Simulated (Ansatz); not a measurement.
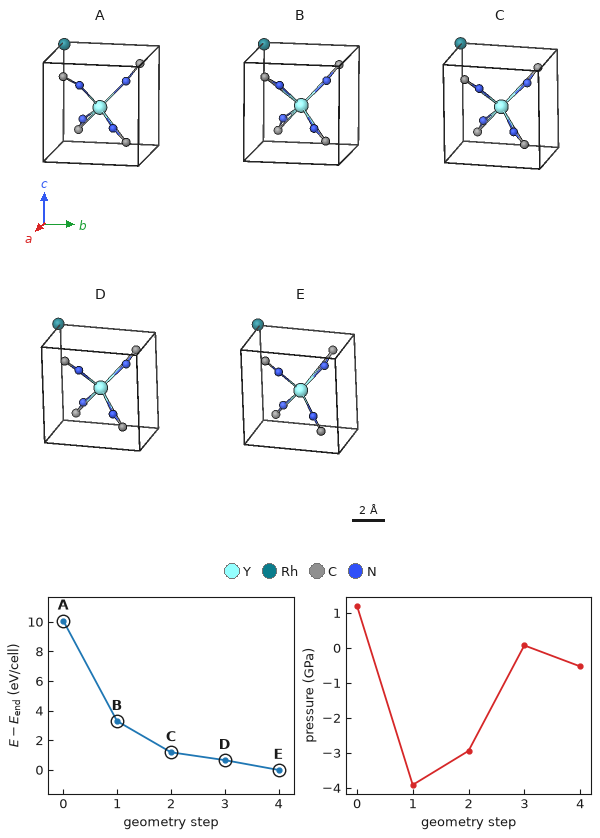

Frames of a relaxation of a crystal of YRhC4N4 (a generated structure, set up in P1) (coarse preliminary run), marked on the history of the run. The picture is a ball-and-stick view of the cell of the calculation, seen slightly off an axis.

These are results of DFT PBE, scalar-relativistic, plane waves, PAW (Ansatz 0.2.0), not measurements. (plane-wave cutoff 420 eV; k-point mesh 4 × 4 × 4; occupations gaussian; smearing width 0.2 eV; collinear spin; cell and atoms relaxed; force threshold 0.025 eV/Å; at most 60 steps)

**Describe the path.**

The run was cut off at its time limit before the relaxation converged, so the last structure is only a point on the way. The atom that moves furthest relative to the cell is a C atom (0.45 Å roughly along [−1 −2 −1]). Largest moves by element: C 0.45 Å, Y 0.41 Å, Rh 0.36 Å, N 0.25 Å. Cell: a 6.335 → 6.319 Å (−0.2 %), b 6.116 → 6.079 Å (−0.6 %), c 6.343 → 6.010 Å (−5.3 %), α 89.9° → 95.7°, β 91.1° → 95.7°, γ 89.5° → 87.8°. Volume −7.0 %. Some distances before and after: C–Y 2.953 → 3.430 Å, C–Y 3.842 → 3.401 Å, C–Y 3.816 → 3.386 Å, C–N 1.521 → 1.188 Å. Among the angles between lasting bonds that change: C–Rh–C 111.3° → 85.1°, C–Rh–C 103.7° → 128.6°, C–Rh–C 110.1° → 91.0°. The space group stays P1 (No. 1). The energy falls by 10.083 eV per cell of the calculation in 4 geometry steps. The largest force component goes from 21 to 0.92 eV/Å. Pressure: 1.21 GPa at the start and −0.52 GPa at the end. The program noted that the starting moments weren't kept. The run took 9.5 min on 1 thread of Intel(R) Xeon(R) 6975P-C (Granite Rapids), with other jobs on the host, peak memory 0.87 GiB. From step 0 to 1: the Y atom moves most (0.19 Å), volume −0.9 %, energy −6.783 eV per cell of the calculation. From step 1 to 2: a C atom moves most (0.20 Å), volume −0.8 %, energy −2.106 eV per cell of the calculation. From step 2 to 3: a C atom moves most (0.20 Å), volume −2.5 %, energy −0.530 eV per cell of the calculation. From step 3 to 4: a C atom moves most (0.20 Å), volume −3.1 %, energy −0.664 eV per cell of the calculation.

```json
{"step": "0", "E − E(0), meV/atom": "0.00", "largest force component, eV/Å": "21.3165", "pressure, GPa": "1.21", "volume, Å³/atom": "24.570"}
{"step": "1", "E − E(0), meV/atom": "-678.35", "largest force component, eV/Å": "7.5287", "pressure, GPa": "-3.91", "volume, Å³/atom": "24.360"}
{"step": "2", "E − E(0), meV/atom": "-888.93", "largest force component, eV/Å": "4.1134", "pressure, GPa": "-2.94", "volume, Å³/atom": "24.166"}
{"step": "3", "E − E(0), meV/atom": "-941.93", "largest force component, eV/Å": "3.2613", "pressure, GPa": "0.08", "volume, Å³/atom": "23.573"}
{"step": "4", "E − E(0), meV/atom": "-1008.30", "largest force component, eV/Å": "0.9183", "pressure, GPa": "-0.52", "volume, Å³/atom": "22.851"}
```
